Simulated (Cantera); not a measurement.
Feed: 1 mol Si, 0.012 mol Cl2, a varied amount of H2, at 1402 °C and 98000 Pa.

Cantera equilibrium calculation (NASA polynomials, part measured and part estimated; ideal gas, pure solids and liquids). Candidate condensed phases: Si; 19 gas species. The tables' values for SiCl3 are old estimates; treat these amounts as uncertain. Gases not in the tables: Si2H6 and higher silanes. Kinetics and transport are ignored.

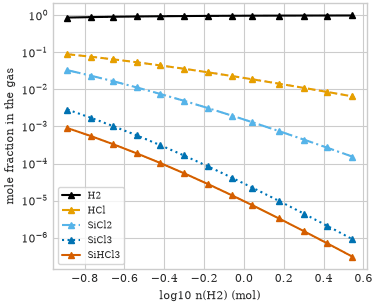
*Equilibrium gas composition (values under 1e-9 drawn at 1e-9)*

From 0.13 mol H2 to 3.5 mol H2 the condensed part is Si(s). The main Si-bearing gas is SiCl2 throughout.
